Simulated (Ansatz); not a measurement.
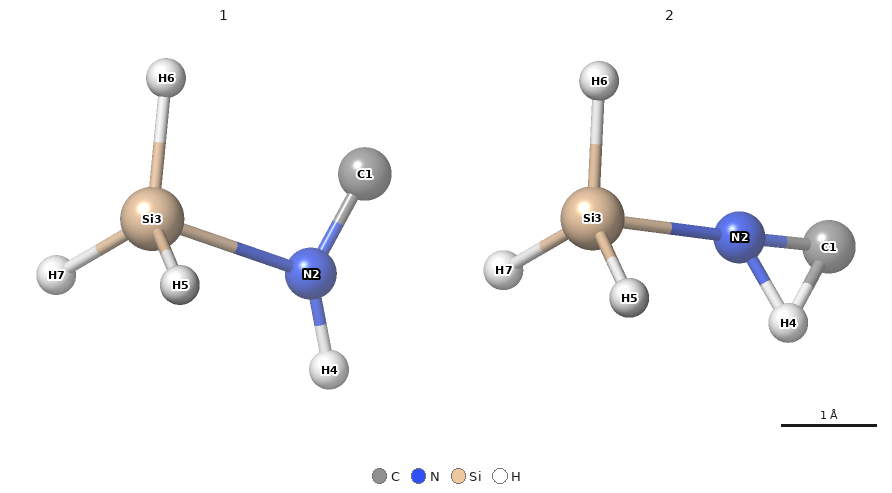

Two geometries of CH$_{4}$NSi (charge +1), drawn at one scale. One is the start of a relaxation, the other its converged end. Style: ball-and-stick. Shown at a tilt.

These are results of RKS PBE-D4/def2-SVP (Ansatz), not measurements. Set-up: no spin polarisation; force threshold 0.02 eV/Å; at most 50 steps.

> Which of the two is the end point?

Structure 1 is the relaxed one. The run prepares an end point of a later path (hydrogen shift) calculation, from a guessed geometry. C1 moves most after the best rigid fit: 0.85 Å. By element the largest moves are C 0.85 Å, H 0.57 Å, N 0.42 Å, Si 0.06 Å. Near-neighbour distances that change, for instance: C1–H4 1.157 → 2.098 Å, N2–Si3 1.858 → 2.034 Å, C1–N2 1.139 → 1.228 Å, Si3–H5 1.456 → 1.489 Å. Among the angles between lasting bonds that change: C1–N2–Si3 178.6° → 104.9°, C1–N2–H4 64.0° → 135.1°, N2–Si3–H6 97.3° → 101.4°. The energy falls by 1.611 eV in 13 geometry steps. The largest force component goes from 8.8 to 0.0074 eV/Å.
